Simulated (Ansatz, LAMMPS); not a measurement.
## Relaxing glassy 74P2O5-13Na2O-13CaO (mol %) (134 atoms)

Wanted: the relaxed structure of glassy 74P2O5-13Na2O-13CaO (mol %) (134 atoms) and its electronic structure.

Calculated with Ansatz 0.2.0; Kohn-Sham DFT, revPBE, PAW (set soft_2), plane waves.

## Step 1: The starting structure

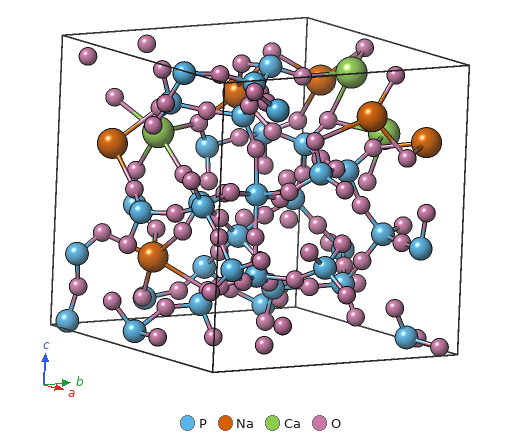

The cell as given, slightly off an axis (phosphorus blue, sodium orange, calcium green, oxygen pink). Bonds to atoms that aren't drawn are left out. Some periodic images of atoms are drawn too.

The cell holds 134 atoms: 34 P, 6 Na, 3 Ca and 91 O. Cell: a = 12.338 Å, b = 12.338 Å, c = 12.338 Å, α = 90.0°, β = 90.0°, γ = 90.0°. 134 atoms (34 P, 6 Na, 3 Ca, 91 O) placed at random at 2.45 g/cm³, melted at 4000 K for 10 ps at fixed volume with the Morse and Coulomb pair potential with partial charges (Pedone, Malavasi, Menziani, Cormack and Segre, J. Phys. Chem. B 110, 11780 (2006)). Quenched from 4000 K to 300 K at 500 K/ps and fixed volume, held 10 ps at zero pressure.

Before any run, some limits are plain. The quench rate of 500 K/ps is orders of magnitude faster than experiment, which tends to freeze in extra defects. The starting topology of bonds comes from the classical model. The Brillouin zone is sampled at Γ only, in a cell whose shortest periodic width is 12 Å.

## Step 2: Making the structure

A classical potential supplies the starting structure, since it reaches far longer times than DFT.

This step: classical MD, Morse and Coulomb pair potential with partial charges (Pedone, Malavasi, Menziani, Cormack and Segre, J. Phys. Chem. B 110, 11780 (2006)) (LAMMPS 22 Jul 2025 - Update 4).

Contents of in.lmp:

```
# melt-quench of P34Na6Ca3O91
units metal
atom_style charge
boundary p p p
region box block 0 12.3272 0 12.3272 0 12.3272
create_box 4 box
mass 1 30.9738   # P
mass 2 22.9898   # Na
mass 3 40.0780   # Ca
mass 4 15.9990   # O
create_atoms 1 random 34 716036 NULL overlap 1.5 maxtry 2000
create_atoms 2 random 6 716043 NULL overlap 1.5 maxtry 2000
create_atoms 3 random 3 716050 NULL overlap 1.5 maxtry 2000
create_atoms 4 random 91 716057 NULL overlap 1.5 maxtry 2000
pair_style hybrid/overlay pedone 5.5 coul/long 8.0
pair_coeff * * coul/long
pair_coeff 1 4 pedone 0.831326 2.585833 1.800790 1   # P-O
pair_coeff 2 4 pedone 0.023363 1.763867 3.006315 5   # Na-O
pair_coeff 3 4 pedone 0.030211 2.241334 2.923245 5   # Ca-O
pair_coeff 4 4 pedone 0.042395 1.379316 3.618701 22   # O-O
set type 1 charge 3
set type 2 charge 0.6
set type 3 charge 1.2
set type 4 charge -1.2
kspace_style pppm 1.0e-4
neigh_modify delay 0 every 1 check yes
thermo_style custom step time temp pe press density
thermo_modify norm yes
timestep 0.002
thermo 100
min_style cg
minimize 1e-4 1e-4 200 2000
reset_timestep 0
velocity all create 4000 716037 mom yes dist gaussian
# [... 11 lines left out ...]
fix md all nvt temp 4000 300 0.2
run 3700 post no
unfix md
thermo 1666
fix md all npt temp 300 300 0.2 iso 0 0 2
run 5000 post no
unfix md
write_dump all custom glass.dump id type xs ys zs modify sort id
```

The run is started by

```console
> lmp -in in.lmp -log none -nocite
```

Numbers of over 12 decimals in the logs are rounded to 6 here.

Output:

```text
LAMMPS (22 Jul 2025 - Update 4)
Created orthogonal box = (0 0 0) to (12.3272 12.3272 12.3272)
Created 34 atoms
Created 6 atoms
Created 3 atoms
Created 91 atoms
PPPM initialization ...
  G vector (1/distance) = 0.39148752
  grid = 15 15 15
  estimated relative force accuracy = 4.8644519e-05
   Step          Time           Temp          PotEng         Press         Density
         0   0              0             -3.9448227      613100.24      2.4529849
       100   0.2            0             -20.650384     -12291.254      2.4529849
       103   0.206          0             -20.65735      -8976.182       2.4529849
Loop time of 0.108759 s on 1 MPI rank(s) for 103 steps with 134 atoms
Minimization stats:
  Stopping criterion = energy tolerance
  Energy initial, next-to-last, final =
     -3.94482265355583   -20.655381296275  -20.6573500842334
  Force two-norm initial, final = 426.25891 4.9484347
  Iterations, force evaluations = 103 151
[... 7 lines left out ...]
      1666   3.332          4386.9558     -20.231324      21323.99       2.4529849
      2499   4.998          3819.3854     -20.279238     -2143.3634      2.4529849
      3332   6.664          3935.7233     -20.169685      45096.312      2.4529849
      4165   8.33           3756.3082     -20.307208      51206.132      2.4529849
      4998   9.996          4260.8417     -20.282129      18510.56       2.4529849
[... 2 lines left out ...]
Loop time of 3.08784 s on 1 MPI rank(s) for 5000 steps with 134 atoms
   Step          Time           Temp          PotEng         Press         Density
[... 12 lines left out ...]
Loop time of 2.22563 s on 1 MPI rank(s) for 3700 steps with 134 atoms
   Step          Time           Temp          PotEng         Press         Density
[... 1 line left out ...]
      9996   19.992         314.53422     -20.825978     -12353.716      2.4608646
     11662   23.324         320.59        -20.822171     -6179.1729      2.4470123
     13328   26.656         285.06878     -20.825818     -6501.0552      2.456596
     14700   29.4           301.38125     -20.829015     -6097.5057      2.4463827
Loop time of 4.09676 s on 1 MPI rank(s) for 5000 steps with 134 atoms
```

It took 10 s on 1 thread of Arm Neoverse V2, shared host; peak memory 0.07 GiB.

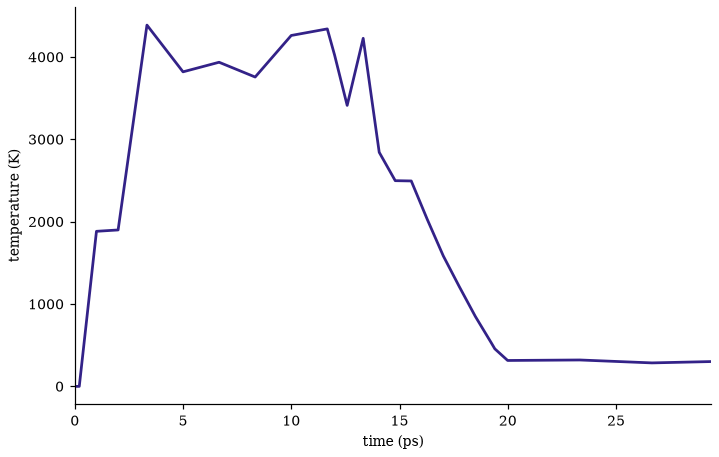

Temperature against time.

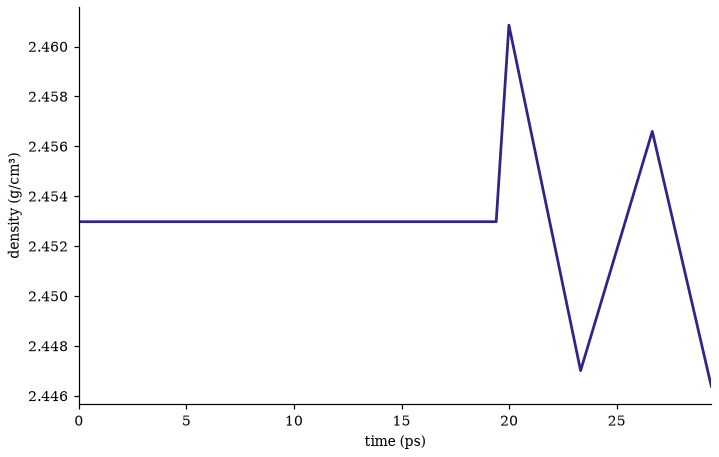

Density, plotted against time.

## Step 3: Single point at the start

The forces at the start show how far the geometry lies from a minimum of this functional.

Contents of input.yaml:

```yaml
crystal:
  lattice:
    - [12.33828, 0.0, 0.0]
    - [0.0, 12.33828, 0.0]
    - [0.0, 0.0, 12.33828]
  atoms:
    - { symbol: P, position: [0.35672, 0.94491, 0.26027] }
    - { symbol: P, position: [0.03565, 0.81944, 0.61874] }
    - { symbol: P, position: [0.18215, 0.7459, 0.05175] }
    - { symbol: P, position: [0.05956, 0.57152, 0.58981] }
    - { symbol: P, position: [0.11089, 0.02162, 0.26184] }
    - { symbol: P, position: [0.72711, 0.8576, 0.38014] }
    - { symbol: P, position: [0.57719, 0.80319, 0.18712] }
    - { symbol: P, position: [0.29837, 0.77278, 0.43912] }
    - { symbol: P, position: [0.50382, 0.56645, 0.17552] }
    - { symbol: P, position: [0.60897, 0.41284, 0.52398] }
    - { symbol: P, position: [0.55404, 0.38147, 0.79031] }
    - { symbol: P, position: [0.44119, 0.05476, 0.45835] }
    - { symbol: P, position: [0.3612, 0.34914, 0.45918] }
    - { symbol: P, position: [0.6721, 0.7387, 0.59608] }
    - { symbol: P, position: [0.42952, 0.72509, 0.64954] }
    - { symbol: P, position: [0.81424, 0.18733, 0.31096] }
    - { symbol: P, position: [0.47, 0.29462, 0.13022] }
    - { symbol: P, position: [0.98121, 0.84375, 0.37296] }
    - { symbol: P, position: [0.3894, 0.19134, 0.81956] }
    - { symbol: P, position: [0.09024, 0.55889, 0.18015] }
    - { symbol: P, position: [0.6659, 0.38675, 0.25469] }
    - { symbol: P, position: [0.88295, 0.52136, 0.31001] }
    - { symbol: P, position: [0.6626, 0.06028, 0.97492] }
    - { symbol: P, position: [0.0507, 0.03376, 0.01925] }
    - { symbol: P, position: [0.81126, 0.53695, 0.62266] }
    - { symbol: P, position: [0.44662, 0.55709, 0.9328] }
    - { symbol: P, position: [0.00333, 0.32275, 0.39491] }
    - { symbol: P, position: [0.29943, 0.55277, 0.32212] }
    - { symbol: P, position: [0.97596, 0.23936, 0.88644] }
    - { symbol: P, position: [0.0674, 0.33487, 0.08296] }
    - { symbol: P, position: [0.65975, 0.16107, 0.50674] }
    - { symbol: P, position: [0.84018, 0.89551, 0.03963] }
    [... 96 atom lines left out ...]
    - { symbol: O, position: [0.93119, 0.55776, 0.58448] }
    - { symbol: O, position: [0.17308, 0.74476, 0.92658] }
    - { symbol: O, position: [0.3703, 0.62845, 0.68986] }
    - { symbol: O, position: [0.85538, 0.27262, 0.8923] }
    - { symbol: O, position: [0.47907, 0.87034, 0.22905] }
    - { symbol: O, position: [0.8485, 0.61065, 0.38191] }
kpoints:
  mp_grid: { grid: [1, 1, 1] }
hamiltonian:
  xc: revpbe
scf:
  occupations: { method: fixed }
output:
  forces: true
  stress: true
  populations: true
  dos:
    method: { smearing: { sigma: 0.08 } }
    de: 0.1
    projected: { site_lists: { Ca: [Ca], Na: [Na], O: [O], P: [P] } }
  eigenvalues: true
```

The run is started by

```console
> ansatz run input.yaml --threads 4 --pin off --max-ram 8192MiB --backend cpu --events-out ev --progress --plain --runs-dir out
```

Output:

```text
Engine: ansatz 0.2.0, aarch64-unknown-linux-gnu
Pseudopotentials: kind: paw
Pseudopotential: P, paw, valence charge 5, recommended cutoff 420 eV (normal), P.paw.azcp
Pseudopotential: Na, paw, valence charge 9, recommended cutoff 420 eV (normal), Na.paw.azcp
Pseudopotential: Ca, paw, valence charge 10, recommended cutoff 420 eV (normal), Ca.paw.azcp
Pseudopotential: O, paw, valence charge 6, recommended cutoff 420 eV (normal), O.paw.azcp
[... 5 lines on functional and potentials left out ...]
Crystal: 134 atoms, lattice volume = 1878.295 Å³
Basis set: ecut = 420 eV, 36785 PW (Γ), exchange–correlation on 180×180×180 points (8 copies of the dense FFT grid, shifted against one another)
Bands: 534, of which v1, the nominal top of the filled ones, is band 400 counted from 1 (399 counted from 0)
Symmetry: 1 space group operations
Space group: P1 (ITA 1), of the structure as read, at distance tolerance 1.2e-4 Å
k-points: 1
[... 13 lines on functional and potentials left out ...]
Initial density: superposition of atomic densities (neutral atoms: chi_scale 0, normalization atom), corrected by the library's trained network
Initial wavefunctions: pseudopotential atomic-orbital guess
Functional: x = revpbe(κ = 1.245, μ = 0.219515), c = pbe(β = 0.066725)
SCF iter   1: F=—  HF=-91936.379813 eV  |F-HF|=—  |Δ(HF+E_count)|=         —  Δρ=8.22e-3  dr2=1.77e0  ethr=1.77e-3  ⟨swp⟩=6.0  Hψ=2171  notcnv=0  defer=132
preconditioner: auto → Resta (q_TF=auto, 2.367 Å⁻¹)  ε∞=3.0  [insulator: Δε(μ)=1.399 eV  Ē_g=17.150 eV  n_scr=436 (ndim 8)  ℏωp=24.0 eV  f_vac=0.219  ε∞_Penn≈3.0]
SCF iter   2: F=—  HF=-91935.956683 eV  |F-HF|=—  |Δ(HF+E_count)|=   4.23e-1  Δρ=4.40e-3  dr2=2.83e-1  ethr=2.21e-4  ⟨swp⟩=3.0  Hψ=937  notcnv=0  defer=132
SCF iter   3: F=—  HF=-91935.903587 eV  |F-HF|=—  |Δ(HF+E_count)|=   5.31e-2  Δρ=1.70e-3  dr2=8.74e-2  ethr=3.54e-5  ⟨swp⟩=3.0  Hψ=900  notcnv=0  defer=132
SCF iter   4: F=—  HF=-91935.888226 eV  |F-HF|=—  |Δ(HF+E_count)|=   1.54e-2  Δρ=1.01e-3  dr2=1.89e-2  ethr=1.09e-5  ⟨swp⟩=3.0  Hψ=721  notcnv=0  defer=132
SCF iter   5: F=—  HF=-91935.887223 eV  |F-HF|=—  |Δ(HF+E_count)|=   1.00e-3  Δρ=4.81e-4  dr2=6.02e-3  ethr=2.37e-6  ⟨swp⟩=3.0  Hψ=985  notcnv=0  defer=132
SCF iter   6: F=—  HF=-91935.886621 eV  |F-HF|=—  |Δ(HF+E_count)|=   6.02e-4  Δρ=1.91e-4  dr2=7.63e-4  ethr=7.53e-7  ⟨swp⟩=3.0  Hψ=699  notcnv=0  defer=132
SCF iter   7: F=—  HF=-91935.886688 eV  |F-HF|=—  |Δ(HF+E_count)|=   6.74e-5  Δρ=9.93e-5  dr2=2.62e-4  ethr=9.53e-8  ⟨swp⟩=3.0  Hψ=837  notcnv=0  defer=131
SCF iter   8: F=—  HF=-91935.886730 eV  |F-HF|=—  |Δ(HF+E_count)|=   4.15e-5  Δρ=4.72e-5  dr2=5.05e-5  ethr=3.27e-8  ⟨swp⟩=3.0  Hψ=694  notcnv=0  defer=131
SCF iter   9: F=—  HF=-91935.891733 eV  |F-HF|=—  |Δ(HF+E_count)|=   5.00e-3  Δρ=1.33e-5  dr2=4.84e-6  ethr=6.31e-9  ⟨swp⟩=3.0  Hψ=926  notcnv=0  defer=131
SCF iter  10: F=—  HF=-91935.891735 eV  |F-HF|=—  |Δ(HF+E_count)|=   1.67e-6  Δρ=6.04e-6  dr2=6.48e-7  ethr=6.04e-10  ⟨swp⟩=3.0  Hψ=719  notcnv=0  defer=131
SCF iter  11: F=—  HF=-91935.891735 eV  |F-HF|=—  |Δ(HF+E_count)|=   6.94e-8  Δρ=2.33e-6  dr2=1.02e-7  ethr=8.10e-11  ⟨swp⟩=3.0  Hψ=799  notcnv=0  defer=131
SCF iter  12: F=-91935.891735 eV  HF=-91935.891735 eV  |F-HF|=6.27e-9  |Δ(HF+E_count)|=   7.10e-9  Δρ=9.53e-7  dr2=1.49e-8  ethr=1.25e-11  ⟨swp⟩=24.0  Hψ=4503  notcnv=0
SCF 1 converged in 12 iterations: F = -91935.891735 eV  dr2 = 1.49e-8
  greatest PAW one-centre occupation: 0.999 electrons in one spin orbital (limit 2), on the Na atom at site 37 (counted from 0), in its partial waves of l = 0
SCF converged after 12 iterations
Free energy (F): -91935.891735 eV
Harris-Foulkes:  -91935.891735 eV  (|F-HF|=6.27e-9)
Internal energy: -91935.891735 eV  (E = F + TS)
E sigma→0 (E₀):  -91935.891735 eV
Fermi energy:    4.884898 eV
--- Per-component energies (eV) ---
  E_band       = -5689.569475
  E_kinetic    = 20450.818728
  E_local      = -67320.077119  (includes V_loc(G=0)·N_el)
  E_nonlocal   = 6204.125785
  E_hartree    = 25246.981586
  E_xc         = -9556.053307
  E_vxc        = -11556.042806  (∫ρ·V_xc dr)
  E_paw        = -38138.166968  (= ΣΔE_a)
  E_vpaw       = -3962.591805  (= ΣTr[D̂ρ^β])
  E_aug_tail   = 0.228850  (compensation charges beyond the density's cutoff)
  E_ewald      = -28821.324096
  E_core_change = -2.425197  (= ΣΔE_core)
  E_smearing   = -0.000000  (= −TS)
  E_closure    = -0.000000  (closes the sum)
  Σ components = -91935.891735   (vs F -91935.891735, Δ=0.00e0)
--- Forces (eV/Å), atoms counted from 1 ---
  atom   1  P      0.42778645     0.11621704    -0.32330938
  atom   2  P     -1.87717932     0.04121367     1.73225029
  atom   3  P      2.68140570     6.74547209    -1.99432221
  atom   4  P     -0.19730840     0.47206646    -5.03853398
  atom   5  P      0.16686975     1.44258766     0.33184174
  atom   6  P     -0.52322991     4.99012163     0.54024778
  atom   7  P     -0.31789852     5.33311151    -1.02663182
  atom   8  P     -3.89701265     4.40005932     3.36696884
  atom   9  P      0.74997481    -1.44823749    -0.14087950
  atom  10  P     -1.81131560     3.45106948    -3.49634585
  atom  11  P      0.73927205    -0.63907256    -1.27828015
  atom  12  P     -1.10507119    -2.90415954     5.78640975
  atom  13  P      3.58324360    -4.62111136     0.57207775
  atom  14  P     -1.63365104     2.13053056     0.22931954
[...]
atom 133  O      0.12647260    -0.37507210     0.18112789
  atom 134  O      0.26831666     0.36963205    -0.93813544
  max |Σ_I F_I| component: 3.45e-5 eV/Å
--- Stress (GPa, compression-positive) ---
        2.649592       0.168797       0.046585
        0.168798       6.618934      -0.163736
        0.046584      -0.163738       3.941721
  P = ⅓ Tr σ = 4.4034 GPa (44.034 kbar)
--- Band table (eV) ---
  k-point 0: bands = ["-48.0051", "-47.9826", "-46.9611", "-46.8404", [... 518 levels ...], "12.9289", "12.9720", "13.0089", "13.0569", "13.0649", "13.0870", "13.0998", "13.1219", "13.1782", "13.2192", "13.2509", "13.2708"]
--- Löwdin populations: 134 sites ---
  site symbol       q [e]
     0      P      2.7738
     1      P      2.8159
     2      P      2.8498
[...]
133      O      6.7955
  spilling = 0.017129 (of n_electrons = 800.000000)
```

Elapsed: 57 s, on 4 threads of Arm Neoverse V2, shared host; peak memory 2.9 GiB; 3.7 min of CPU time.

Numbers from this run:

| Property | Result |
| --- | --- |
| free energy | -91935.8917 eV |
| free energy per atom | -686.0887 eV/atom |
| SCF cycles | 12 |
| pressure | 4.403 GPa |
| r.m.s. force component | 1.774 eV/Å |
| longest force | 7.528 eV/Å |
| Fermi energy | 4.885 eV |
| gap (highest filled to lowest empty level) | 0.2988 eV |
| spilling of the projection | 0.01713 |

The r.m.s. force component of 1.8 eV/Å and the pressure of 4.4 GPa set the starting point.

Length of the force by element:

```
element  coordination  atoms  mean length of the force (eV/Å)  spread  least  most
     Ca           all      3                             2.14   0.561   1.48  2.85
     Na           all      6                            0.694   0.294  0.183  1.10
      O           all     91                             2.03    1.31  0.361  7.01
      P           all     34                             4.19    1.88  0.549  7.53
```

(Continued in part 2 of 3.)

[Logs are printed without paths, hosts, clocks, repeated set-up lines and the standing remarks that a program may print on its own settings, such as how far it seeks lower states.]

[Hosts, paths, dates, database ids (printed as entryN), source tags and the programs' standing remarks are cut or masked in the printed files.]
